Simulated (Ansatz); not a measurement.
Electronic density of states of amorphous Ta$_{16}$O$_{43}$W, density 7.35 g/cm³, on a 2×2×2 Γ-centred mesh with a Gaussian width of 0.1 eV; energies count from the Fermi level, whose place inside the gap is arbitrary. Cell and mesh are small, so fine structure isn't converged. Computed with PBE, scalar-relativistic without spin-orbit coupling (plane waves to 420 eV, PAW; Ansatz, a quantum-chemistry and plane-wave program). Sampling: a 2×2×2 Γ-centred mesh; Fermi-Dirac width 0.02 eV; no spin polarisation. At PBE the levels at the filled edge of the gap are localised (band-tail or defect states).

A CHGNet melt-quench gave the starting glass, which DFT then relaxed. O atoms were pushed apart under 1.9 Å during the dynamics, to hinder bonds among them. The hot cell started wider than the set density and was brought back towards it in steps. It is the lowest in DFT energy of 2 quenches. It is a model cell: composition and starting density were chosen by hand, and all elements were melted together. No dispersion term was used. Its density started from a set value of 7.37 and ended at 7.35 g/cm³. Cooling (nominally 240 K/ps over its main leg) ran many orders faster than in experiment, which tends to leave more defects and strain. Values belong to this one cell and scatter from quench to quench. The volume was free in the relaxation, at fixed shape. Stress components on the final sampling reach 1.7 GPa. On a 2×2×2 Γ-centred mesh force components of up to 0.20 eV/Å stay, since the relaxation ran on the zone centre alone.

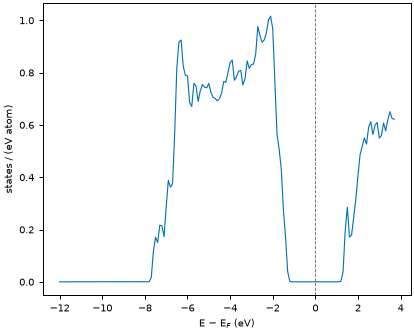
Figure: Density of states per atom

The level gap on this mesh is 2.81 eV; the broadening fills part of it in the curve.
